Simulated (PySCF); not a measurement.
# C₃H₅FS: NMR shifts at several levels of theory

How much do the NMR shifts of C₃H₅FS (`C[C@@H]1S[C@@H]1F`) depend on the level of theory, and what does each level cost?

Programs: PySCF 2.14.0, with density-fitted response routines of our own. Each step states its level of theory. These are calculated values for one molecule in the gas phase, unless marked as measured. Atoms are numbered from 0 throughout.

## Step 1: Starting geometry

10 atoms, charge 0, multiplicity 1; geometry from: GFN2-xTB.

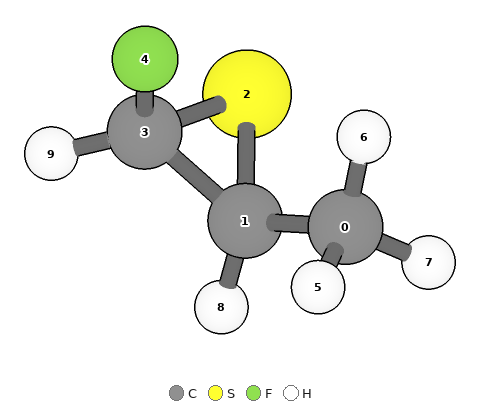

The starting geometry (carbon grey, sulfur yellow, fluorine green, hydrogen white), atoms numbered.

## Step 2: Optimising the geometry at PBE0-D3(BJ)/def2-SVP

What the job is given:

```
{"job": {"xc": "PBE0", "basis": "def2-SVP", "d3": "d3bj", "grid": 1, "kind": "geom"}, "charge": 0, "multiplicity": 1}
C      1.222241    -0.090500     0.279674
C      0.000583     0.266660    -0.519388
S     -1.063280     1.603034     0.106657
C     -1.339956    -0.163366    -0.054348
F     -1.420784    -0.893167     1.080511
H      1.572559    -1.079459    -0.013019
H      0.990945    -0.101598     1.342034
H      2.016034     0.630367     0.099051
H      0.144909     0.306393    -1.594600
H     -2.114368    -0.473710    -0.749100
```

Standard output:

```text
step   0  E = -614.68258010  max force = 0.008750
step   1  E = -614.68330333  max force = 0.002148
step   2  E = -614.68332034  max force = 0.000301
step   3  E = -614.68331762  max force = 0.000869
step   4  E = -614.68332041  max force = 0.000355
optimisation converged
```

Wall time 15 s (1 thread, shared host).

Along the way:

| step | energy from step 0 (eV) | largest force component (eV/Å) |
| --- | --- | --- |
| 0 | 0.0000 | 0.4499 |
| 1 | -0.0197 | 0.1105 |
| 2 | -0.0201 | 0.0155 |
| 3 | -0.0201 | 0.0447 |
| 4 | -0.0201 | 0.0183 |

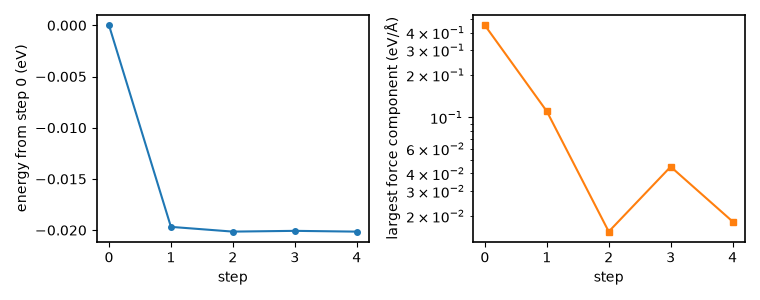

Energy and largest force along the relaxation.

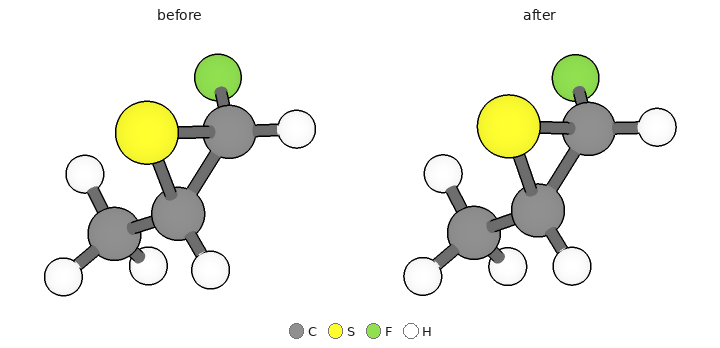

The geometry before (left) and after (right).

Distances of close pairs at the start and the end, largest changes first:

| bond | before (Å) | after (Å) | change (Å) |
| --- | --- | --- | --- |
| C0–H5 | 1.089 | 1.103 | +0.013 |
| C1–S2 | 1.819 | 1.832 | +0.013 |
| C1–H8 | 1.086 | 1.097 | +0.012 |
| C0–H7 | 1.087 | 1.099 | +0.012 |
| C3–H9 | 1.086 | 1.096 | +0.011 |
| C0–H6 | 1.087 | 1.098 | +0.010 |
| C1–C3 | 1.483 | 1.476 | -0.007 |
| C3–F4 | 1.352 | 1.349 | -0.003 |

The end geometry stands in the next job.

| at the end point | value |
| --- | --- |
| point group (found at 0.08 Å tolerance) | C1 |
| rotational constants (GHz, main isotopes) | 4.825, 4.345, 2.719 |
| dipole moment (D) | 2.04 |

## Step 3: Nuclear shieldings: PBE0/cc-pVDZ

What the job is given:

```
{"job": {"kind": "nmr", "xc": "PBE0", "basis": "cc-pVDZ", "pop": true}, "charge": 0, "multiplicity": 1}
C      1.214479    -0.027641     0.232585
C     -0.029482     0.315613    -0.536937
S     -1.138198     1.622297     0.111104
C     -1.339805    -0.156017    -0.049272
F     -1.355863    -0.899718     1.076063
H      1.584638    -1.019204    -0.076233
H      1.011350    -0.051108     1.310909
H      2.008076     0.707812     0.039696
H      0.089275     0.353237    -1.627111
H     -2.105573    -0.498463    -0.755174
```

Method: GIAO PBE0/cc-pVDZ NMR shielding, non-relativistic, gas phase.

Standard output:

```text
coarse grid: 9072 points
cycle   1  E = -614.9174943001  dE =  6.596e-01  |g| = 4.929e-01  |ddm| = 5.527e+00
cycle   2  E = -614.8755549542  dE =  4.194e-02  |g| = 6.980e-01  |ddm| = 1.617e+00
cycle   3  E = -614.9655099966  dE = -8.996e-02  |g| = 6.244e-02  |ddm| = 9.186e-01
cycle   4  E = -614.9663241065  dE = -8.141e-04  |g| = 2.592e-02  |ddm| = 1.404e-01
cycle   5  E = -614.9664842504  dE = -1.601e-04  |g| = 8.432e-03  |ddm| = 4.949e-02
cycle   6  E = -614.9665036056  dE = -1.936e-05  |g| = 2.130e-03  |ddm| = 1.890e-02
cycle   7  E = -614.9665047445  dE = -1.139e-06  |g| = 4.123e-04  |ddm| = 4.130e-03
final grid: 83840 points
cycle   8  E = -614.9761575031  dE = -1.399e-05  |g| = 8.997e-03  |ddm| = 5.028e-02
cycle   9  E = -614.9761274129  dE =  3.009e-05  |g| = 1.397e-02  |ddm| = 3.580e-02
cycle  10  E = -614.9761778067  dE = -5.039e-05  |g| = 1.029e-03  |ddm| = 2.211e-02
cycle  11  E = -614.9761780896  dE = -2.829e-07  |g| = 2.039e-04  |ddm| = 1.832e-03
cycle  12  E = -614.9761780991  dE = -9.566e-09  |g| = 3.897e-05  |ddm| = 3.732e-04
cycle  13  E = -614.9761780993  dE = -1.937e-10  |g| = 2.180e-05  |ddm| = 7.305e-05
converged SCF energy = -614.9761780993

GIAO shielding tensors (ppm)
atom      isotropic    diamagn.    paramagn.     s11        s22        s33       span
  0 C      179.178     245.153     -65.975    162.421    177.181    197.933     35.511
  1 C      159.741     248.734     -88.993    122.598    167.878    188.748     66.150
  2 S      682.878    1056.136    -373.258    325.015    661.691   1061.929    736.914
  3 C      111.187     244.798    -133.611     58.720    105.585    169.255    110.535
  4 F      390.917     471.279     -80.362    325.182    412.982    434.586    109.404
  5 H       29.811      29.216       0.594     25.104     26.842     37.485     12.381
  6 H       30.249      29.867       0.381     25.718     29.467     35.561      9.843
  7 H       29.584      28.503       1.081     25.250     27.479     36.022     10.772
  8 H       28.829      30.507      -1.678     21.956     26.900     37.631     15.675
  9 H       25.690      28.625      -2.935     19.458     25.407     32.205     12.747
```

Wall time 6.4 s (1 thread, shared host).

The references, computed at this level on geometries of the same kind, shield at (ppm): ¹H TMS 31.29, ¹³C TMS 196.8, ¹⁹F CFCl3 200.9, ³³S CS2 549. Their shielding less the atom's gives the shift. The references are single molecules in the gas phase, so shifts against H2O, NH3, PH3, H3PO4 or CFCl3 are not on the usual liquid scales and can be off by tens of ppm. Atoms listed in one row are averaged.

| atoms | environment | σ (ppm) | δ (ppm) |
| --- | --- | --- | --- |
| C3 | three-membered-ring carbon bearing a halogen | 111.2 | 85.6 |
| C1 | thiirane ring carbon | 159.7 | 37.0 |
| C0 | methyl carbon | 179.2 | 17.6 |
| H9 | hydrogen on a three-membered-ring carbon bearing a halogen | 25.69 | 5.60 |
| H8 | hydrogen on a thiirane ring carbon | 28.83 | 2.46 |
| H5, H6, H7 | hydrogen on a methyl carbon | 29.88 | 1.41 |
| S2 | sulfide sulfur | 683 | -134 |
| F4 | fluorine on an sp3 carbon | 390.9 | -190.0 |

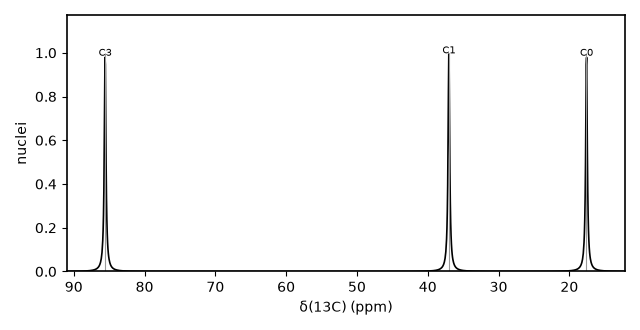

¹³C lines at the computed shifts, without couplings. Lines are broadened to a width of 0.27 ppm (Lorentzian).

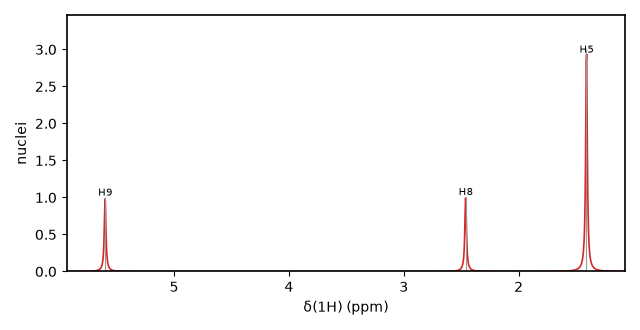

¹H lines at the computed shifts, without couplings. Lines are broadened to a width of 0.02 ppm (Lorentzian).

Charges from the same density, by scheme (e):

| atoms | Mulliken | IAO | Hirshfeld | ESP fit |
| --- | --- | --- | --- | --- |
| C0 | -0.01 | -0.42 | -0.11 | -0.18 |
| C1 | -0.23 | -0.16 | -0.03 | 0.02 |
| S2 | -0.08 | -0.02 | -0.07 | -0.17 |
| C3 | 0.19 | 0.11 | 0.05 | 0.06 |
| F4 | -0.19 | -0.28 | -0.08 | -0.13 |

Mulliken charges:

| atom | value (e) |
| --- | --- |
| C0 | -0.01 |
| C1 | -0.23 |
| S2 | -0.08 |
| C3 | 0.19 |
| F4 | -0.19 |
| H5 | 0.06 |
| H6 | 0.06 |
| H7 | 0.06 |
| H8 | 0.07 |
| H9 | 0.07 |

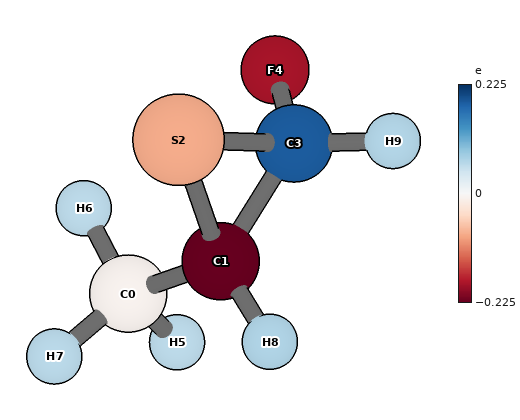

Mulliken charges, as colours on the atoms.

Mayer bond orders: C0–C1 1.06, C1–S2 0.97, S2–C3 1.01, C3–F4 1.09, C3–C1 0.99.

## Step 4: Shielding tensors: PBE0/cc-pVTZ

Same as in step 3 but for these lines:

```diff
@@ -1,2 +1,2 @@
-{"job": {"kind": "nmr", "xc": "PBE0", "basis": "cc-pVDZ", "pop": true}, "charge": 0, "multiplicity": 1}
+{"job": {"kind": "nmr", "xc": "PBE0", "basis": "cc-pVTZ", "pop": true}, "charge": 0, "multiplicity": 1}
 C      1.214479    -0.027641     0.232585
```

With the program's defaults for keys left out, this is: GIAO PBE0/cc-pVTZ NMR shielding, non-relativistic, gas phase.

Standard output:

```text
coarse grid: 9072 points
cycle   1  E = -615.0115330784  dE =  6.208e-01  |g| = 4.923e-01  |ddm| = 5.961e+00
cycle   2  E = -614.9728208367  dE =  3.871e-02  |g| = 7.081e-01  |ddm| = 1.512e+00
cycle   3  E = -615.0566886354  dE = -8.387e-02  |g| = 6.501e-02  |ddm| = 8.534e-01
cycle   4  E = -615.0574385654  dE = -7.499e-04  |g| = 3.123e-02  |ddm| = 1.379e-01
cycle   5  E = -615.0576583552  dE = -2.198e-04  |g| = 9.192e-03  |ddm| = 5.117e-02
cycle   6  E = -615.0576795754  dE = -2.122e-05  |g| = 2.754e-03  |ddm| = 1.642e-02
cycle   7  E = -615.0576812832  dE = -1.708e-06  |g| = 5.767e-04  |ddm| = 4.453e-03
final grid: 83840 points
cycle   8  E = -615.0596557799  dE = -5.271e-05  |g| = 9.170e-03  |ddm| = 8.419e-02
cycle   9  E = -615.0596269630  dE =  2.882e-05  |g| = 1.390e-02  |ddm| = 3.147e-02
cycle  10  E = -615.0596743259  dE = -4.736e-05  |g| = 1.339e-03  |ddm| = 1.963e-02
cycle  11  E = -615.0596747919  dE = -4.660e-07  |g| = 3.204e-04  |ddm| = 2.132e-03
cycle  12  E = -615.0596748141  dE = -2.218e-08  |g| = 5.716e-05  |ddm| = 5.381e-04
cycle  13  E = -615.0596748146  dE = -5.057e-10  |g| = 2.619e-05  |ddm| = 1.004e-04
converged SCF energy = -615.0596748146

GIAO shielding tensors (ppm)
atom      isotropic    diamagn.    paramagn.     s11        s22        s33       span
  0 C      169.893     244.291     -74.397    151.681    167.935    190.064     38.382
  1 C      150.435     246.219     -95.784    112.104    157.705    181.497     69.393
  2 S      652.105    1055.761    -403.656    279.481    618.960   1057.873    778.392
  3 C       98.904     239.647    -140.743     45.612     91.009    160.091    114.478
  4 F      384.962     470.995     -86.033    313.112    413.252    428.523    115.411
  5 H       29.773      29.523       0.250     25.004     26.744     37.571     12.567
  6 H       30.156      29.640       0.516     25.707     29.363     35.397      9.690
  7 H       29.516      29.202       0.314     25.186     27.407     35.955     10.769
  8 H       28.587      29.604      -1.017     21.715     26.613     37.433     15.718
  9 H       25.438      27.970      -2.532     19.239     25.231     31.845     12.606
```

Run time: 19 s. Hardware: 1 thread, shared host.

Key values: δ C3 88.4, C1 36.9, C0 17.4, S2 -127, H9 5.85, H8 2.70 ppm.

## Step 5: NMR shieldings: PBE0/aug-cc-pVDZ

Same as in step 4 but for these lines:

```diff
@@ -1,2 +1,2 @@
-{"job": {"kind": "nmr", "xc": "PBE0", "basis": "cc-pVTZ", "pop": true}, "charge": 0, "multiplicity": 1}
+{"job": {"kind": "nmr", "xc": "PBE0", "basis": "aug-cc-pVDZ", "pop": true}, "charge": 0, "multiplicity": 1}
 C      1.214479    -0.027641     0.232585
```

Level: GIAO PBE0/aug-cc-pVDZ NMR shielding, non-relativistic, gas phase.

Standard output:

```text
coarse grid: 9072 points
cycle   1  E = -614.9429839216  dE =  6.497e-01  |g| = 4.493e-01  |ddm| = 6.678e+00
cycle   2  E = -614.9066822306  dE =  3.630e-02  |g| = 6.438e-01  |ddm| = 1.674e+00
cycle   3  E = -614.9846738448  dE = -7.799e-02  |g| = 6.043e-02  |ddm| = 9.394e-01
cycle   4  E = -614.9854057405  dE = -7.319e-04  |g| = 2.541e-02  |ddm| = 1.565e-01
cycle   5  E = -614.9855588465  dE = -1.531e-04  |g| = 8.065e-03  |ddm| = 5.582e-02
cycle   6  E = -614.9855759819  dE = -1.714e-05  |g| = 2.389e-03  |ddm| = 1.918e-02
cycle   7  E = -614.9855774119  dE = -1.430e-06  |g| = 4.674e-04  |ddm| = 5.209e-03
final grid: 83840 points
cycle   8  E = -614.9952560802  dE = -1.829e-05  |g| = 8.924e-03  |ddm| = 1.123e-01
cycle   9  E = -614.9952252155  dE =  3.086e-05  |g| = 1.404e-02  |ddm| = 4.133e-02
cycle  10  E = -614.9952757320  dE = -5.052e-05  |g| = 1.068e-03  |ddm| = 2.449e-02
cycle  11  E = -614.9952760418  dE = -3.099e-07  |g| = 2.310e-04  |ddm| = 2.178e-03
cycle  12  E = -614.9952760536  dE = -1.180e-08  |g| = 5.531e-05  |ddm| = 5.024e-04
cycle  13  E = -614.9952760540  dE = -3.647e-10  |g| = 3.034e-05  |ddm| = 1.192e-04
converged SCF energy = -614.9952760540

GIAO shielding tensors (ppm)
atom      isotropic    diamagn.    paramagn.     s11        s22        s33       span
  0 C      178.147     226.122     -47.974    160.525    176.618    197.299     36.774
  1 C      157.804     209.280     -51.476    120.436    166.103    186.872     66.436
  2 S      675.447    1047.779    -372.331    323.693    647.306   1055.344    731.651
  3 C      110.250     225.673    -115.422     57.956    103.935    168.861    110.906
  4 F      388.755     472.167     -83.412    317.717    418.547    430.002    112.286
  5 H       29.760      26.176       3.584     25.049     26.739     37.491     12.442
  6 H       30.170      28.774       1.396     25.799     29.340     35.371      9.572
  7 H       29.529      26.797       2.732     25.250     27.479     35.857     10.607
  8 H       28.564      32.243      -3.678     21.836     26.595     37.262     15.426
  9 H       25.441      31.148      -5.707     19.255     25.328     31.740     12.484
```

Wall time 12 s (1 thread, shared host).

In short: δ C3 84.9, C1 37.3, C0 17.0, S2 -118, H9 5.95, H8 2.83 ppm.

## Step 6: NMR shieldings: PBE0/IGLO-III

Same as in step 5 but for these lines:

```diff
@@ -1,2 +1,2 @@
-{"job": {"kind": "nmr", "xc": "PBE0", "basis": "aug-cc-pVDZ", "pop": true}, "charge": 0, "multiplicity": 1}
+{"job": {"kind": "nmr", "xc": "PBE0", "basis": "IGLO-III", "pop": true}, "charge": 0, "multiplicity": 1}
 C      1.214479    -0.027641     0.232585
```

Level: GIAO PBE0/IGLO-III NMR shielding, non-relativistic, gas phase.

Standard output:

```text
coarse grid: 9072 points
cycle   1  E = -615.0136227244  dE =  5.893e-01  |g| = 5.101e-01  |ddm| = 2.303e+00
cycle   2  E = -614.9740353946  dE =  3.959e-02  |g| = 7.152e-01  |ddm| = 7.666e-01
cycle   3  E = -615.0585809075  dE = -8.455e-02  |g| = 7.402e-02  |ddm| = 3.854e-01
cycle   4  E = -615.0593680810  dE = -7.872e-04  |g| = 3.572e-02  |ddm| = 7.892e-02
cycle   5  E = -615.0596518259  dE = -2.837e-04  |g| = 8.940e-03  |ddm| = 2.827e-02
cycle   6  E = -615.0596701237  dE = -1.830e-05  |g| = 3.773e-03  |ddm| = 1.286e-02
cycle   7  E = -615.0596731553  dE = -3.032e-06  |g| = 6.659e-04  |ddm| = 4.109e-03
final grid: 83840 points
cycle   8  E = -615.0651836183  dE = -7.165e-05  |g| = 9.252e-03  |ddm| = 4.912e-02
cycle   9  E = -615.0651587609  dE =  2.486e-05  |g| = 1.329e-02  |ddm| = 1.553e-02
cycle  10  E = -615.0651996632  dE = -4.090e-05  |g| = 1.632e-03  |ddm| = 1.108e-02
cycle  11  E = -615.0652003057  dE = -6.425e-07  |g| = 3.999e-04  |ddm| = 1.474e-03
cycle  12  E = -615.0652003398  dE = -3.409e-08  |g| = 8.558e-05  |ddm| = 2.603e-04
cycle  13  E = -615.0652003409  dE = -1.089e-09  |g| = 3.176e-05  |ddm| = 6.390e-05
cycle  14  E = -615.0652003411  dE = -2.010e-10  |g| = 6.017e-06  |ddm| = 2.874e-05
converged SCF energy = -615.0652003411

GIAO shielding tensors (ppm)
atom      isotropic    diamagn.    paramagn.     s11        s22        s33       span
  0 C      165.964     249.600     -83.636    146.949    164.102    186.840     39.890
  1 C      145.985     244.993     -99.008    106.044    153.096    178.816     72.772
  2 S      629.057    1057.983    -428.926    228.305    593.927   1064.938    836.633
  3 C       93.529     244.545    -151.015     37.903     84.629    158.055    120.152
  4 F      383.196     465.919     -82.723    306.959    414.593    428.036    121.077
  5 H       29.832      29.780       0.052     25.050     26.833     37.612     12.562
  6 H       30.176      30.348      -0.172     25.726     29.435     35.367      9.641
  7 H       29.595      28.886       0.709     25.243     27.536     36.007     10.765
  8 H       28.593      30.077      -1.484     21.713     26.653     37.412     15.699
  9 H       25.414      28.874      -3.460     19.211     25.270     31.761     12.550
```

It took 19 s on 1 thread, shared host.

In short: δ C3 90.2, C1 37.8, C0 17.8, S2 -110, H9 5.96, H8 2.78 ppm.

## Step 7: NMR shieldings: PBE0/pcSseg-0

Same as in step 6 but for these lines:

```diff
@@ -1,2 +1,2 @@
-{"job": {"kind": "nmr", "xc": "PBE0", "basis": "IGLO-III", "pop": true}, "charge": 0, "multiplicity": 1}
+{"job": {"kind": "nmr", "xc": "PBE0", "basis": "pcSseg-0", "pop": true}, "charge": 0, "multiplicity": 1}
 C      1.214479    -0.027641     0.232585
```

Level: GIAO PBE0/pcSseg-0 NMR shielding, non-relativistic, gas phase.

Standard output:

```text
coarse grid: 9072 points
cycle   1  E = -613.9243218019  dE =  6.169e-01  |g| = 4.860e-01  |ddm| = 3.463e+00
cycle   2  E = -613.8664792244  dE =  5.784e-02  |g| = 7.469e-01  |ddm| = 2.093e+00
cycle   3  E = -613.9805763911  dE = -1.141e-01  |g| = 4.131e-02  |ddm| = 1.025e+00
cycle   4  E = -613.9808016328  dE = -2.252e-04  |g| = 2.678e-02  |ddm| = 7.686e-02
cycle   5  E = -613.9809943542  dE = -1.927e-04  |g| = 4.808e-03  |ddm| = 5.866e-02
cycle   6  E = -613.9810008505  dE = -6.496e-06  |g| = 1.483e-03  |ddm| = 1.285e-02
final grid: 83840 points
cycle   7  E = -613.9810405033  dE = -1.109e-05  |g| = 6.164e-03  |ddm| = 2.376e-02
cycle   8  E = -613.9810269844  dE =  1.352e-05  |g| = 9.146e-03  |ddm| = 2.426e-02
cycle   9  E = -613.9810501903  dE = -2.321e-05  |g| = 4.261e-04  |ddm| = 1.738e-02
cycle  10  E = -613.9810502389  dE = -4.864e-08  |g| = 1.670e-04  |ddm| = 1.103e-03
cycle  11  E = -613.9810502436  dE = -4.651e-09  |g| = 2.992e-05  |ddm| = 1.911e-04
cycle  12  E = -613.9810502438  dE = -2.069e-10  |g| = 1.151e-05  |ddm| = 5.750e-05
converged SCF energy = -613.9810502438

GIAO shielding tensors (ppm)
atom      isotropic    diamagn.    paramagn.     s11        s22        s33       span
  0 C      174.713     244.188     -69.475    157.544    171.686    194.908     37.364
  1 C      158.598     253.809     -95.211    116.938    168.443    190.414     73.476
  2 S      658.657    1052.294    -393.637    259.315    643.132   1073.524    814.209
  3 C      101.438     248.941    -147.503     45.666     93.917    164.731    119.065
  4 F      401.135     471.530     -70.396    324.631    430.585    448.188    123.557
  5 H       31.123      28.091       3.032     26.085     28.151     39.133     13.048
  6 H       31.569      27.392       4.177     26.795     30.678     37.234     10.439
  7 H       30.968      28.249       2.719     26.138     28.635     38.131     11.993
  8 H       30.314      30.437      -0.123     23.845     27.996     39.102     15.257
  9 H       27.352      28.752      -1.400     21.712     26.245     34.099     12.386
```

It took 3.6 s on 1 thread, shared host.

In short: δ C3 92.1, C1 34.9, C0 18.8, S2 -143, H9 5.48, H8 2.52 ppm.

## Step 8: Comparing the runs: NMR shifts

Shifts (ppm) of some atoms, chosen among heavy atoms and hydrogens apart, with basis size and wall time:

| run | C3 | C1 | C0 | H9 | H8 | S2 | F4 | functions | time |
| --- | --- | --- | --- | --- | --- | --- | --- | --- | --- |
| PBE0/cc-pVDZ | 85.6 | 37.0 | 17.6 | 5.60 | 2.46 | -134 | -190.0 | 99 | 6.4 s |
| PBE0/cc-pVTZ | 88.4 | 36.9 | 17.4 | 5.85 | 2.70 | -127 | -202.4 | 224 | 19 s |
| PBE0/aug-cc-pVDZ | 84.9 | 37.3 | 17.0 | 5.95 | 2.83 | -118 | -194.6 | 164 | 12 s |
| PBE0/IGLO-III | 90.2 | 37.8 | 17.8 | 5.96 | 2.78 | -110 | -208.6 | 234 | 19 s |
| PBE0/pcSseg-0 | 92.1 | 34.9 | 18.8 | 5.48 | 2.52 | -143 | -222.8 | 59 | 3.6 s |

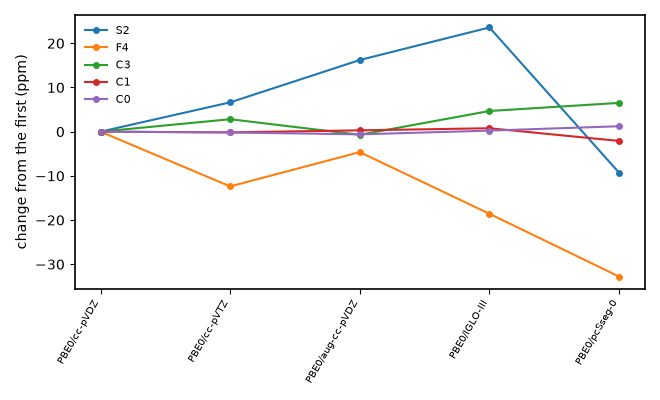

How five of the tabulated atoms move from run to run.

## Step 9: What came out

| quantity | value |
| --- | --- |
| point group | C1 |
| rotational constants (main isotopes) | 4.82, 4.35, 2.72 GHz |
| ¹³C shifts against TMS (PBE0/cc-pVDZ) | 85.6, 37.0, 17.6 ppm |
| ¹H shifts against TMS (PBE0/cc-pVDZ, means over atoms taken as alike) | 5.60, 2.46, 1.41 ppm |
| ³³S shifts against CS2 (PBE0/cc-pVDZ) | -134 ppm |
| ¹⁹F shifts against CFCl3 (PBE0/cc-pVDZ) | -190.0 ppm |
| range of the shift of S2 | -143 to -110 ppm |

What this shows: Single values in the summary come from the first run of each kind that ended normally (PBE0/cc-pVDZ), which need not be the best level. The optimisation took 4 steps and gained 0.020 eV; among the close pairs (by a distance rule), C0–H5 changed most, from 1.089 to 1.103 Å. At PBE0/cc-pVDZ: Shielding is most anisotropic at S2 (span 737 ppm, paramagnetic term -373 ppm). In ppm, S2 moves most: its shift spreads over 33 ppm, from -143 (PBE0/pcSseg-0) to -110 (PBE0/IGLO-III).
